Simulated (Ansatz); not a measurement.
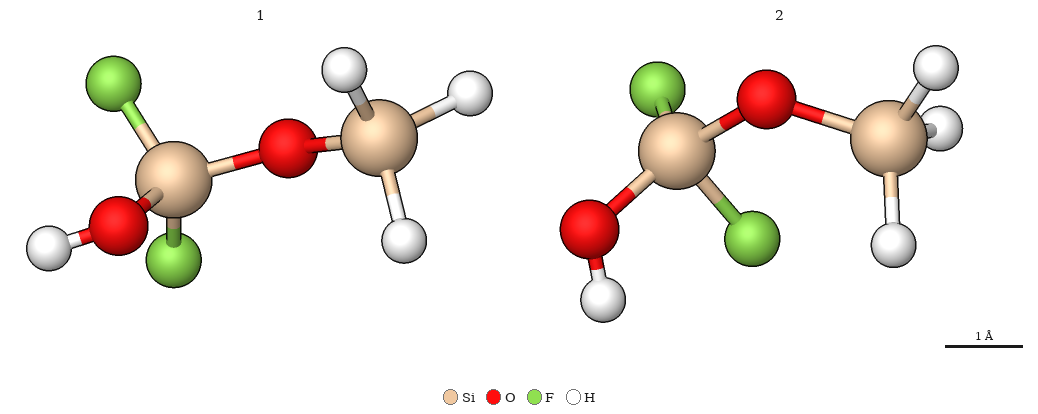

Two geometries of Si$_{2}$H$_{4}$O$_{2}$F$_{2}$, drawn at one scale. One is the start of a relaxation, the other its converged end. A ball-and-stick model, seen from a free direction.

Method: Ansatz 0.2.0, RKS PBE0-D4/def2-TZVP. Set-up: force threshold 0.005 eV/Å; at most 200 steps.

Question: Which one is relaxed?

Answer: Structure 1 is the relaxed one. It is one of the separated reactants of a reaction. Over 50 accepted moves (61 points after the start) the energy falls by 105.0 kJ/mol. Largest force component: 4 eV/Å at the start, 0.0046 eV/Å at the end. The line search rejected the trial steps at points 7, 10, 14, 17, 31, 34, 40, 42 and more of the run. The forces were under the threshold at step 38, but the run went on from there. The atom that moves furthest after the best rigid fit is an O atom (1.29 Å). Largest moves by element: O 1.29 Å, F 1.24 Å, H 1.05 Å, Si 0.57 Å. Among the contacts that change: O–Si 1.671 → 1.593 Å, F–Si 1.636 → 1.578 Å, O–Si 1.680 → 1.644 Å, O–Si 1.644 → 1.615 Å. Bond angles that change, for instance: Si–O–Si 125.1° → 148.8°, O–Si–F 94.9° → 110.0°, F–Si–O 96.8° → 111.1°. Groups turn about O–Si by about 125°. The run took about 40 s of wall time on a shared GPU.
